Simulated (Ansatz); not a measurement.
**AsF3H2Si···HF: density, localisation and related maps**

```yaml
atoms:
  - { symbol: Si, position_ang: [-1.0295, -0.0695, -0.2252] }
  - { symbol: F, position_ang: [1.8024, -1.4758, 0.5015] }
  - { symbol: F, position_ang: [-1.1989, -1.3677, -1.1769] }
  - { symbol: F, position_ang: [-0.5748, -0.6637, 1.2483] }
  - { symbol: F, position_ang: [-2.5067, 0.5487, 0.0257] }
  - { symbol: H, position_ang: [1.0692, -1.3091, 1.0719] }
  - { symbol: As, position_ang: [0.4680, 1.4999, -1.1078] }
  - { symbol: H, position_ang: [0.3925, 2.2596, 0.2313] }
  - { symbol: H, position_ang: [1.5780, 0.5774, -0.5688] }
```

The calculation used RKS PBE-D4/def2-SVP in Ansatz.

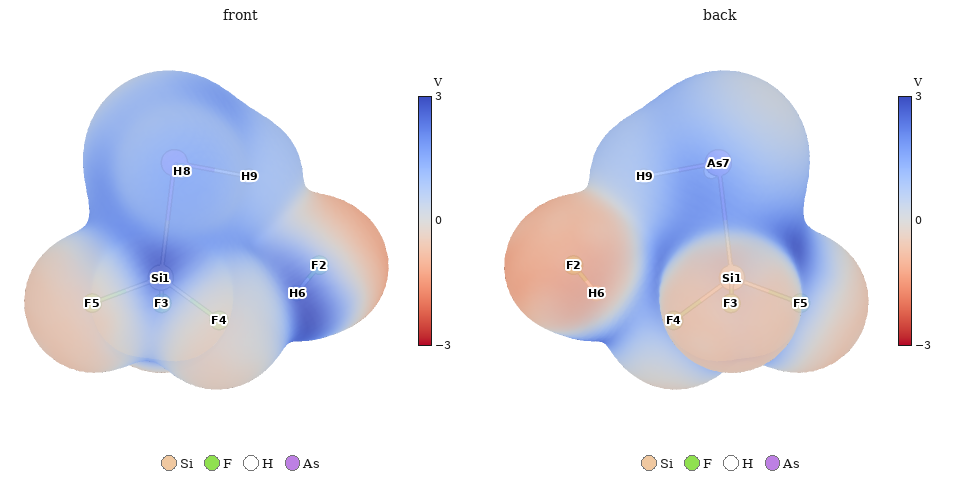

Figure 1. The electrostatic potential painted on the density surface at 0.004 e/bohr³, seen from the front and from behind; red is negative and blue positive.

Describe the electrostatic potential map.

The most negative region (about −1.2 V) lies over F2, the most positive (about +2.7 V) over Si1 and H6.

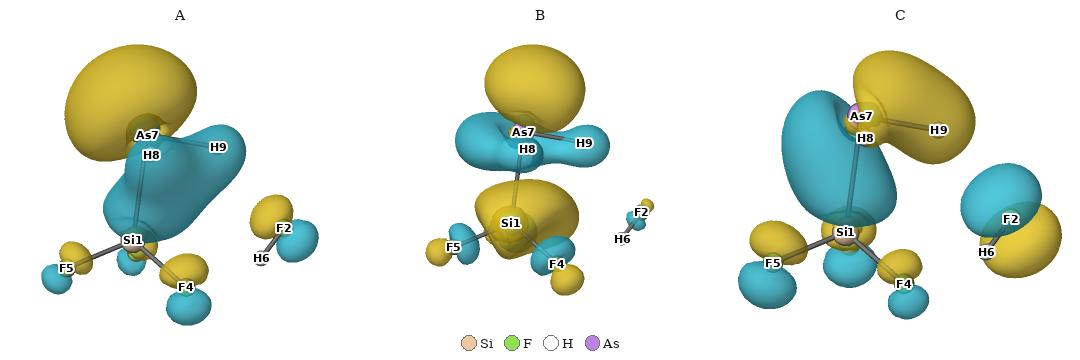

Figure 2. Three frontier orbitals at ±0.1 Å⁻³ᐟ² (yellow and cyan are the two phases), in no order.

Order the three orbitals by energy and name them.

C is the HOMO−1 (−8.47 eV). Its weight (Hirshfeld) is mainly on F2 (about 30 %), As7 (about 30 %), Si1 (about 10 %), H9 (about 10 %) and F5 (about 5 %). A is the HOMO (−7.52 eV). By Hirshfeld shares it lies mainly on As7 (about 70 %) and Si1 (about 10 %); largely a lone pair of As7. B is the LUMO (−1.19 eV). It lies mainly on As7 (about 45 %), Si1 (about 25 %) and F4 (about 10 %).

What is the HOMO–LUMO gap?

6.33 eV between the orbital energies.

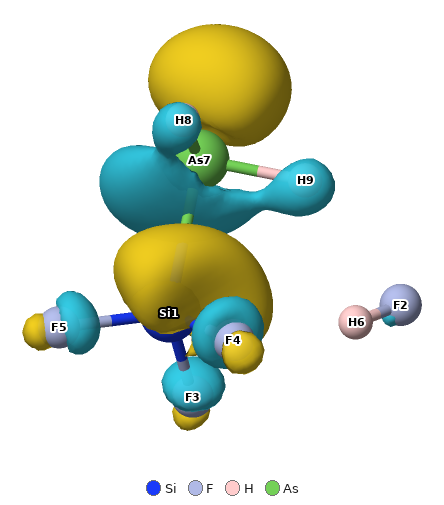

Figure 3. The LUMO at ±0.15 Å⁻³ᐟ² (yellow and cyan are the two phases), seen across its widest extent.

What is the character of this orbital?

By Hirshfeld shares it lies mainly on As7 (about 45 %), Si1 (about 25 %) and F4 (about 10 %). Its energy is −1.19 eV.
